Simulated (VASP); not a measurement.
# N on Ru(0001): binding against coverage, part 2 of 12

How do binding and work function change as N crowds Ru(0001)?

VASP 6.6.1, plane waves and PAW; the level of theory is named at each step.

So far. Step 3 (Relaxing the atoms): The run ended after 4 ionic steps, 0.018 eV below its first step, once the forces on the free atoms met EDIFFG = -0.03. Step 3 (Relaxing the atoms): Energy at zero smearing: -16.62505 eV.

**4. Surface relaxation, cell 1 x 1, k-mesh 9×9×1**

This step: PBE; plane waves and PAW (Ru) (VASP 6.6.1).

System of this step: Ru(0001). The cell holds 4 atoms: 4 Ru. Its edges and angles: a = 2.717 Å, b = 2.717 Å, c = 21.412 Å, α = 90.0°, β = 90.0°, γ = 60.0°. It derives from Ru. 4 layers of hcp Ru, cut at this functional's lattice. Vacuum lies along c.

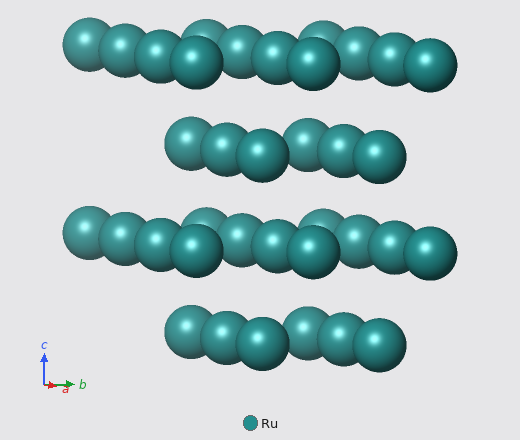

The cell of this step (ruthenium teal). 3×2×1 cells are drawn. Some periodic images of atoms are drawn too.

The free atoms relax, while those held by selective dynamics keep their cut positions.

INCAR

```
SYSTEM = Ru
PREC = Normal
ENCUT = 440
EDIFF = 1E-05
NELM = 120
ISMEAR = 1
SIGMA = 0.15
LREAL = .FALSE.
ALGO = Fast
GGA = PE
NBANDS = 22
LASPH = .TRUE.
LORBIT = 11
LWAVE = .FALSE.
LCHARG = .FALSE.
KPAR = 8
IBRION = 2
NSW = 30
ISIF = 2
EDIFFG = -0.03
POTIM = 0.4
MAXMIX = 40
IDIPOL = 3
LDIPOL = .TRUE.
DIPOL = 0.5 0.5 0.5
```

POSCAR

```
Ru
1.0
    2.7166669255      0.0000000000      0.0000000000
    1.3583334628      2.3527025711      0.0000000000
    0.0000000000      0.0000000000     21.4119355986
Ru
4
Selective dynamics
Direct
    0.6666666700      0.6666666700      0.3502719300  F F F
    0.0000000000      0.0000000000      0.4500906400  F F F
    0.6666666700      0.6666666700      0.5499093600  T T T
    0.0000000000      0.0000000000      0.6497280700  T T T
```

KPOINTS

```
Automatic mesh
0
Gamma
9 9 1
0 0 0
```

PAW data sets: Ru (PBE family, release 64).

Launch:

```bash
> mpirun -np 8 vasp_std
```

What it wrote:

```text
[banner, memory and clock lines left out]
running    8 mpi-ranks, on    1 nodes
 distrk:  each k-point on    1 cores,    8 groups
 distr:  one band on    1 cores,    1 groups

 POSCAR found type information on POSCAR Ru
 POSCAR found :  1 types and       4 ions
 [... a notice as in an earlier step ...]

 LDA part: xc-table for (Slater+PW92), standard interpolation
 POSCAR, INCAR and KPOINTS ok, starting setup
 FFT: planning ... GRIDC
 FFT: planning ... GRID_SOFT
 FFT: planning ... GRID
 WAVECAR not read
 entering main loop
       N       E                     dE             d eps       ncg     rms          rms(c)
DAV:   1     0.171063046661E+03    0.17106E+03   -0.12624E+04   536   0.108E+03
DAV:   2    -0.263640181831E+02   -0.19743E+03   -0.18125E+03   600   0.244E+02
DAV:   3    -0.371710159133E+02   -0.10807E+02   -0.98208E+01   782   0.518E+01
DAV:   4    -0.375740067069E+02   -0.40299E+00   -0.39673E+00   588   0.938E+00
DAV:   5    -0.375919862137E+02   -0.17980E-01   -0.17935E-01   738   0.185E+00    0.213E+01
RMM:   6    -0.357408027299E+02    0.18512E+01   -0.61489E+00   541   0.166E+01    0.891E+00
RMM:   7    -0.451519862671E+02   -0.94112E+01   -0.20001E+01   624   0.198E+01    0.272E+01
RMM:   8    -0.348747672826E+02    0.10277E+02   -0.65410E+00   560   0.124E+01    0.326E+00
RMM:   9    -0.366769280763E+02   -0.18022E+01   -0.30717E+00   602   0.549E+00    0.107E+01
RMM:  10    -0.348857870435E+02    0.17911E+01   -0.56045E-01   566   0.326E+00    0.161E+00
RMM:  11    -0.348778706319E+02    0.79164E-02   -0.15752E-01   627   0.141E+00    0.127E+00
RMM:  12    -0.348703058120E+02    0.75648E-02   -0.29434E-02   566   0.773E-01    0.976E-01
RMM:  13    -0.348679435289E+02    0.23623E-02   -0.20507E-02   552   0.640E-01    0.491E-01
RMM:  14    -0.348657735488E+02    0.21700E-02   -0.45309E-03   617   0.305E-01    0.277E-01
RMM:  15    -0.348649863743E+02    0.78717E-03   -0.18074E-03   584   0.172E-01    0.169E-01
RMM:  16    -0.348644504279E+02    0.53595E-03   -0.15991E-03   578   0.148E-01    0.886E-02
RMM:  17    -0.348644426796E+02    0.77483E-05   -0.28072E-04   581   0.754E-02    0.316E-02
RMM:  18    -0.348644444679E+02   -0.17883E-05   -0.22864E-04   565   0.599E-02    0.250E-02
RMM:  19    -0.348644726558E+02   -0.28188E-04   -0.44958E-05   406   0.327E-02    0.116E-02
RMM:  20    -0.348644830262E+02   -0.10370E-04   -0.23254E-05   357   0.154E-02    0.902E-03
RMM:  21    -0.348644995347E+02   -0.16508E-04   -0.10095E-05   321   0.128E-02    0.682E-03
RMM:  22    -0.348645154674E+02   -0.15933E-04   -0.20281E-06   219   0.629E-03    0.365E-03
RMM:  23    -0.348645376084E+02   -0.22141E-04   -0.18161E-06   256   0.651E-03    0.159E-03
RMM:  24    -0.348645465844E+02   -0.89760E-05   -0.86061E-07   162   0.456E-03
   1 F= -.34864547E+02 E0= -.34865992E+02  d E =-.348645E+02
 curvature:   0.00 expect dE= 0.000E+00 dE for cont linesearch  0.000E+00
 trial: gam= 0.00000 g(F)=  0.153E-01 g(S)=  0.000E+00 ort = 0.000E+00 (trialstep = 0.100E+01)
 search vector abs. value=  0.153E-01
 bond charge predicted
       N       E                     dE             d eps       ncg     rms          rms(c)
DAV:   1    -0.348736219498E+02   -0.90843E-02   -0.20514E+00   528   0.712E+00    0.305E-01
RMM:   2    -0.348753273005E+02   -0.17054E-02   -0.19156E-02   531   0.108E+00    0.179E-01
RMM:   3    -0.348749529808E+02    0.37432E-03   -0.44338E-03   572   0.471E-01    0.569E-02
RMM:   4    -0.348751000202E+02   -0.14704E-03   -0.14597E-03   610   0.215E-01    0.215E-02
RMM:   5    -0.348751246168E+02   -0.24597E-04   -0.23880E-04   610   0.881E-02    0.172E-02
RMM:   6    -0.348751242840E+02    0.33279E-06   -0.47172E-05   425   0.350E-02
   2 F= -.34875124E+02 E0= -.34876066E+02  d E =-.105777E-01
[...]
3 F= -.34876660E+02 E0= -.34877298E+02  d E =-.121134E-01
[...]
4 F= -.34876695E+02 E0= -.34877275E+02  d E =-.121480E-01
[...]
5 F= -.34878778E+02 E0= -.34879453E+02  d E =-.208354E-02
[...]
6 F= -.34880823E+02 E0= -.34881631E+02  d E =-.412848E-02
 curvature:  -1.74 expect dE=-0.101E-02 dE for cont linesearch -0.884E-03
 ZBRENT: increasing intervall
 opt :   5.4877  next Energy=   -34.882557 (dE=-0.586E-02)
 bond charge predicted
       N       E                     dE             d eps       ncg     rms          rms(c)
DAV:   1    -0.348810832251E+02   -0.26214E-03   -0.25098E+00   528   0.795E+00    0.266E-01
RMM:   2    -0.348819312057E+02   -0.84798E-03   -0.18790E-02   530   0.121E+00    0.370E-02
RMM:   3    -0.348822727455E+02   -0.34154E-03   -0.37713E-03   559   0.501E-01    0.154E-02
RMM:   4    -0.348824045437E+02   -0.13180E-03   -0.13060E-03   716   0.217E-01    0.973E-03
RMM:   5    -0.348824083277E+02   -0.37839E-05   -0.50632E-05   402   0.379E-02
   7 F= -.34882408E+02 E0= -.34883465E+02  d E =-.571379E-02
 curvature:  -3.41 expect dE=-0.135E-04 dE for cont linesearch -0.114E-04
 trial: gam= 0.00000 g(F)=  0.394E-05 g(S)=  0.000E+00 ort =-0.887E-04 (trialstep = 0.198E+01)
 search vector abs. value=  0.394E-05
 reached required accuracy - stopping structural energy minimisation
```

Wall time 24 s (8 MPI ranks of AMD EPYC 7R43, shared host); peak memory 1.3 GiB.

From OUTCAR (step 4):

```text
  LATTYP: Found a hexagonal cell.
 ALAT       =     2.7166669255
 C/A-ratio  =     7.8816933344

 Subroutine GETGRP returns: Found 12 space group operations
 (whereof  6 operations were pure point group operations)

The static configuration has the point symmetry C_3v.
 The point group associated with its full space group is D_3d.

 Found     12 irreducible k-points:

   k-points           NKPTS =     12   k-points in BZ     NKDIM =     12   number of bands    NBANDS=     22

   dimension x,y,z NGX =    14 NGY =   14 NGZ =  112
   dimension x,y,z NGXF=    28 NGYF=   28 NGZF=  224

   ENCUT  =  440.0 eV  32.34 Ry    5.69 a.u.   4.65  4.65 36.62*2*pi/ulx,y,z

   NELECT =      32.0000    total number of electrons

 dipolmoment           0.000000      0.000000      0.000212 electrons x Angstroem

 E-fermi :   1.9790

 k-point     1 :       0.0000    0.0000    0.0000
  band No.  band energies     occupation
    ...
     13       0.0287      2.00000
     14       0.0287      2.00000
     15       0.2980      2.00000
     16       1.0919      2.00000
     17       1.0919      2.00000
     18       2.1289     -0.05002
     19       2.1289     -0.05002
     20       2.1378     -0.06037
     21       2.9292     -0.00000
     22       2.9296     -0.00000

 k-point     2 :       0.1111    0.0000    0.0000
  band No.  band energies     occupation
    ...
     15       0.3128      2.00000
     16       0.8203      2.00000
     17       1.0475      2.00000
     18       1.3997      2.00000
     19       1.7351      2.04368
     20       2.0382      0.38664
     21       2.5424     -0.00000
     22       2.9188     -0.00000

  Total       -3.6897325     -3.6897325     -1.0303362     -0.0000000      0.0000000      0.0000000
  in kB      -43.1962564    -43.1962564    -12.0623016     -0.0000000      0.0000000      0.0000000
  external PRESSURE =     -32.8182715 kB  Pullay stress =       0.0000000 kB

  energy-cutoff  :      440.00
  volume of cell :      136.85
      direct lattice vectors                 reciprocal lattice vectors
     2.716666926  0.000000000  0.000000000     0.368098124 -0.212521551  0.000000000
     1.358333463  2.352702571  0.000000000     0.000000000  0.425043102  0.000000000
     0.000000000  0.000000000 21.411935599     0.000000000  0.000000000  0.046702924

 POSITION                                       TOTAL-FORCE (eV/Angst)
 -----------------------------------------------------------------------------------
      2.71667      1.56847      7.50000        -0.000000      0.000000      0.487769
      0.00000      0.00000      9.63731        -0.000000      0.000000     -0.501251
      2.71667      1.56847     11.75784         0.000000     -0.000000      0.009108
      0.00000      0.00000     13.83980        -0.000000     -0.000000      0.004374
 -----------------------------------------------------------------------------------
    total drift:                               -0.000002     -0.000001      0.004685

  FREE ENERGIE OF THE ION-ELECTRON SYSTEM (eV)
  ---------------------------------------------------
  free  energy   TOTEN  =       -34.8824083277 eV

  energy  without entropy=      -34.8855795298  energy(sigma->0) =      -34.88346540

 vacuum level on the upper side and lower side of the slab         6.796         6.788

 total charge
# of ion       s       p       d       tot
------------------------------------------
    1        0.598   0.577   6.508   7.684
    2        0.630   0.814   6.570   8.014
    3        0.639   0.835   6.591   8.064
    4        0.609   0.596   6.534   7.739
--------------------------------------------------
tot          2.477   2.822  26.202  31.500

[... 1 part as in an earlier step ...]

[... 7 further parts left out ...]
```

CONTCAR:

```
Ru
   1.00000000000000
     2.7166669255000002    0.0000000000000000    0.0000000000000000
     1.3583334627999999    2.3527025711000000    0.0000000000000000
     0.0000000000000000    0.0000000000000000   21.4119355985999995
  Ru
     4
Selective dynamics
Direct
     0.6666666699999979    0.6666666699999979    0.3502719299999981   F   F   F
     0.0000000000000000    0.0000000000000000    0.4500906399999991   F   F   F
     0.6666666699999979    0.6666666699999979    0.5491254010908841   T   T   T
     0.0000000000000000    0.0000000000000000    0.6463590899329291   T   T   T
```

The run keeps the 6 symmetry operations of its start, so it cannot find a distortion of lower symmetry.

Relaxation path:

```
step  energy less that of the first step (eV)  largest force (eV/Å)
   1                                   0.0000                0.5536
   2                                  -0.0106                0.2685
   3                                  -0.0121                0.1802
   4                                  -0.0121                0.2059
   5                                  -0.0142                0.1594
   6                                  -0.0163                0.1087
   7                                  -0.0179                0.0091
```

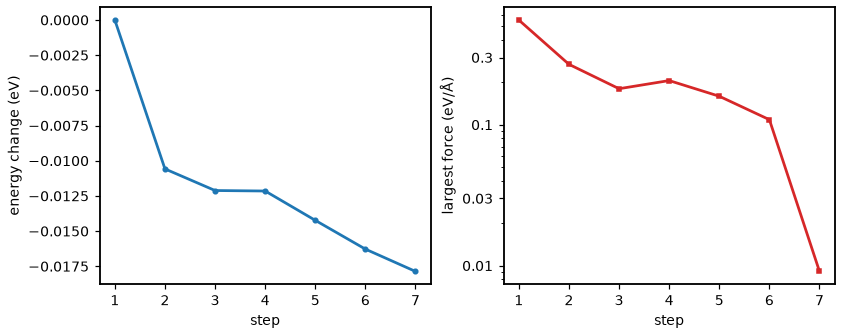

Energy and largest force along the relaxation.

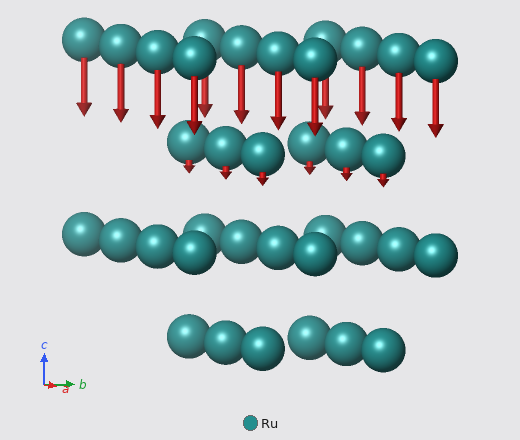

Displacements in the relaxation, exaggerated; the longest in the cell stands for 0.07 Å. 3×2×1 cells are drawn. Some periodic images of atoms are drawn too.

The atoms that moved most (Å):

```
atom     dx     dy      dz  length
 Ru4  0.000  0.000  -0.072   0.072
 Ru3  0.000  0.000  -0.017   0.017
```

The relaxed structure:

```cif
data_structure
_symmetry_space_group_name_H-M 'P 1'
_symmetry_Int_Tables_number 1
_cell_length_a 2.7167
_cell_length_b 2.7167
_cell_length_c 21.4119
_cell_angle_alpha 90.000
_cell_angle_beta 90.000
_cell_angle_gamma 60.000
_cell_volume 136.85
loop_
_atom_site_label
_atom_site_type_symbol
_atom_site_fract_x
_atom_site_fract_y
_atom_site_fract_z
_atom_site_occupancy
Ru1 Ru 0.66667 0.66667 0.35027 1
Ru2 Ru 0.00000 0.00000 0.45009 1
Ru3 Ru 0.66667 0.66667 0.54913 1
Ru4 Ru 0.00000 0.00000 0.64636 1
```

This step gave:

```
electronic cycles       : 52
electrons               : 32
free energy (TOTEN)     : -34.88 eV
energy at zero smearing : -34.88 eV
Fermi energy            : 1.979 eV
dipole moment           : 0, 0, 2.12e-4 e·Å
```

The run ended after 7 ionic steps, 0.018 eV below its first step, once the forces on the free atoms met EDIFFG = -0.03.

[end of part 2 of 12]

[Lines on the potential files, build, host, timing and source positions are cut from VASP's logs without a mark.]

[Logs are printed without paths, hosts, clocks, repeated set-up lines and the standing remarks that a program may print on its own settings, such as how far it seeks lower states.]

[Hosts, paths, dates, database ids (printed as entryN), source tags and the programs' standing remarks are cut or masked in the printed files.]

[Runs that stopped without an error message from VASP are left out.]
